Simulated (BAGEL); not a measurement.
**BrGeH3 (GeBrH3) at HF/def2-TZVP (density fitting with qzvpp-jkfit)**

What is the vertical ionisation energy of BrGeH3 (GeBrH3) at HF/def2-TZVP (density fitting with qzvpp-jkfit)? 

The results are computed with BAGEL 1.2.2.

**1. The structure to begin with**

BrGeH3 has 5 atoms, charge 0, and is taken as a singlet. As SMILES, `[H][Ge]([H])([H])[Br]`. Geometry: a GFN2-xTB relaxation, a rough one for these elements and not checked as a minimum.

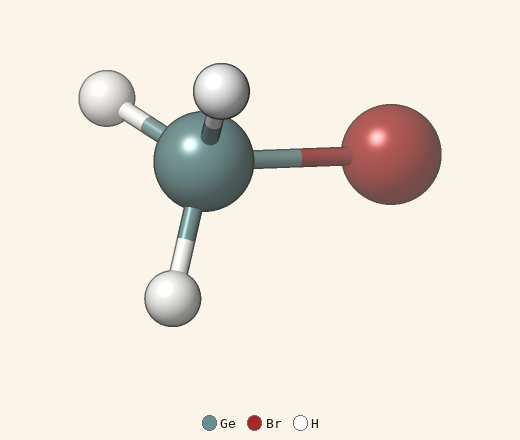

The structure, seen from a chosen angle (germanium teal, bromine red, hydrogen white).

**2. The energy at HF/def2-TZVP (density fitting with qzvpp-jkfit)**

The input, job.json:

```json
{ "bagel": [

{
  "title": "molecule",
  "basis": "def2-tzvp.json",
  "df_basis": "qzvpp-jkfit",
  "angstrom": "true",
  "geometry": [
    { "atom": "Ge", "xyz": [   -0.000710,    0.002030,   -0.184820 ] },
    { "atom": "Br", "xyz": [    0.012120,   -0.020250,    2.073140 ] },
    { "atom": "H", "xyz": [    1.427480,    0.010840,   -0.638550 ] },
    { "atom": "H", "xyz": [   -0.723430,    1.242790,   -0.613540 ] },
    { "atom": "H", "xyz": [   -0.715460,   -1.235420,   -0.636230 ] }
  ]
},
{
  "title": "hf",
  "charge": 0
},
{
  "title": "print",
  "file": "orbitals.molden",
  "orbitals": "true"
}

]}
```

The basis set def2-TZVP is read from a file made from the Basis Set Exchange's data (not shown).

On the command line:

```sh
$ BAGEL_NUM_THREADS=1 BAGEL job.json > job.out
```

The log of the run:

```text
* using 1 threads per process

  ===============================================================
  ===============================================================

  *** Geometry ***

  { "atom" : "Ge", "xyz" : [     -0.001342,      0.003836,     -0.349259 ] },
  { "atom" : "Br", "xyz" : [      0.022903,     -0.038267,      3.917667 ] },
  { "atom" : "H", "xyz" : [      2.697546,      0.020485,     -1.206685 ] },
  { "atom" : "H", "xyz" : [     -1.367085,      2.348533,     -1.159423 ] },
  { "atom" : "H", "xyz" : [     -1.352023,     -2.334605,     -1.202300 ] },

  Number of auxiliary basis functions:      586

  Since a DF basis is specified, we compute 2- and 3-index integrals:
    o Being stored without compression. Storage requirement is 0.061 GB

  Number of basis functions:      114
  Number of electrons      :       70

    * METHOD: MOLECULE                             1.16

  *** RHF ***

  === Nuclear Repulsion ===
   315.1753964763

      * DIIS with orbital gradients will be used.

  === RHF iteration (def2-tzvp.json) ===
      0      -4649.52599916          0.00695839           0.38
      1      -4649.56087722          0.00274092           0.36
      2      -4649.56526750          0.00099347           0.32
      3      -4649.56589993          0.00021905           0.38
      4      -4649.56592939          0.00005550           0.38
      5      -4649.56593153          0.00001500           0.35
      6      -4649.56593172          0.00000533           0.36
      7      -4649.56593175          0.00000149           0.36
      8      -4649.56593175          0.00000046           0.35
      9      -4649.56593175          0.00000021           0.35
     10      -4649.56593175          0.00000007           0.35
     11      -4649.56593175          0.00000002           0.35
     12      -4649.56593175          0.00000001           0.35
    * SCF iteration converged.

    * Permanent dipole moment:
           (    0.003726,    -0.007936,     0.767126) a.u.

    * METHOD: HF                                   5.70

    * METHOD: PRINT                                0.03

  ===============================================================
```

It took 7.8 s on 1 thread of Intel Xeon at 2.50GHz (Skylake/Cascade Lake), shared host; peak memory 0.21 GiB.

**3. The doublet cation, same level**

The input, job.json:

```json
{ "bagel" : [

{
  "title" : "molecule",
  "basis" : "def2-tzvp.json",
  "df_basis" : "qzvpp-jkfit",
  "angstrom" : "true",
  "geometry" : [
    { "atom" : "Ge", "xyz" : [      -0.000710,       0.002030,      -0.184820 ] },
    { "atom" : "Br", "xyz" : [       0.012120,      -0.020250,       2.073140 ] },
    { "atom" : "H", "xyz" : [       1.427480,       0.010840,      -0.638550 ] },
    { "atom" : "H", "xyz" : [      -0.723430,       1.242790,      -0.613540 ] },
    { "atom" : "H", "xyz" : [      -0.715460,      -1.235420,      -0.636230 ] }
  ]
},

{
  "title" : "uhf",
  "charge" : 1,
  "nopen" : 1
},

{
  "title" : "print",
  "file" : "orbitals.molden",
  "orbitals" : "true"
}

]}
```

The basis set def2-TZVP is read from a file made from the Basis Set Exchange's data (not shown).

On the command line:

```sh
$ BAGEL_NUM_THREADS=1 BAGEL job.json > job.out
```

The log of the run:

```text
* using 1 threads per process

  ===============================================================
  ===============================================================

  *** Geometry ***

  { "atom" : "Ge", "xyz" : [     -0.001342,      0.003836,     -0.349259 ] },
  { "atom" : "Br", "xyz" : [      0.022903,     -0.038267,      3.917667 ] },
  { "atom" : "H", "xyz" : [      2.697546,      0.020485,     -1.206685 ] },
  { "atom" : "H", "xyz" : [     -1.367085,      2.348533,     -1.159423 ] },
  { "atom" : "H", "xyz" : [     -1.352023,     -2.334605,     -1.202300 ] },

  Number of auxiliary basis functions:      586

  Since a DF basis is specified, we compute 2- and 3-index integrals:
    o Being stored without compression. Storage requirement is 0.061 GB

  Number of basis functions:      114
  Number of electrons      :       70

    * METHOD: MOLECULE                             1.20

  *** Open-shell HF ***

  === Nuclear Repulsion ===
   315.1753964763

      * DIIS with orbital gradients will be used.

  === UHF iteration (def2-tzvp.json) ===
      0      -4649.08807812          0.01685265           0.70
      1      -4649.16564085          0.00827912           0.65
      2      -4649.18466943          0.00447675           0.68
      3      -4649.19224596          0.00238294           0.67
      4      -4649.19839150          0.00137741           0.74
      5      -4649.20135059          0.00052313           0.74
      6      -4649.20169696          0.00023930           0.66
      7      -4649.20184431          0.00009712           0.69
      8      -4649.20188785          0.00002829           0.74
      9      -4649.20191332          0.00001738           0.77
     10      -4649.20192115          0.00001283           0.70
     11      -4649.20192479          0.00000826           0.61
     12      -4649.20192496          0.00000554           0.65
     13      -4649.20192510          0.00000420           0.80
     14      -4649.20192520          0.00000222           0.78
     15      -4649.20192521          0.00000092           0.72
     16      -4649.20192522          0.00000064           0.66
     17      -4649.20192522          0.00000048           0.59
     18      -4649.20192522          0.00000037           0.69
     19      -4649.20192522          0.00000027           0.66
     20      -4649.20192522          0.00000025           0.58
     21      -4649.20192522          0.00000024           0.73
     22      -4649.20192522          0.00000023           0.68
     23      -4649.20192522          0.00000023           0.69
     24      -4649.20192522          0.00000023           0.61
     25      -4649.20192522          0.00000023           0.57
     26      -4649.20192522          0.00000022           0.66
[... 44 lines of this table left out ...]
     71      -4649.20192613          0.00000405           0.66
     72      -4649.20192612          0.00000564           0.64
     73      -4649.20192613          0.00000074           0.65
     74      -4649.20192609          0.00000816           0.75
     75      -4649.20192615          0.00000234           0.73
     76      -4649.20192616          0.00000062           0.72
     77      -4649.20192617          0.00000056           0.73
     78      -4649.20192617          0.00000120           0.67
     79      -4649.20192618          0.00000028           0.74
     80      -4649.20192618          0.00000002           0.66
     81      -4649.20192618          0.00000004           0.60
     82      -4649.20192618          0.00000017           0.60
     83      -4649.20192618          0.00000001           0.79
    * SCF iteration converged.

    * S^2 (UHF) is 0.7607

    * Permanent dipole moment:
           (    0.021661,     0.023967,    -0.123692) a.u.

    * METHOD: UHF                                 58.31

    * METHOD: PRINT                                0.03

  ===============================================================
```

Run time: 60 s. Hardware: 1 thread of Intel Xeon at 2.50GHz (Skylake/Cascade Lake), shared host; peak memory 0.21 GiB.

**4. Outcome**

At HF/def2-TZVP (density fitting with qzvpp-jkfit):

| quantity | value |
| --- | --- |
| singlet BrGeH3: total energy | -4649.56593 Eh |
| singlet BrGeH3: dipole moment | 1.95 D |
| singlet BrGeH3: HOMO energy | -11.24 eV |
| singlet BrGeH3: LUMO energy | 2.99 eV |
| singlet BrGeH3: HOMO–LUMO gap | 14.23 eV |
| doublet cation: total energy | -4649.20193 Eh |
| doublet cation: ⟨S²⟩ | 0.761 |
| vertical ionisation energy (to the doublet cation) | 9.905 eV |

Removing an electron at fixed nuclei costs 9.91 eV (228 kcal/mol). The negative HOMO energy of the first species, 11.24 eV, lies 1.34 eV above that difference.
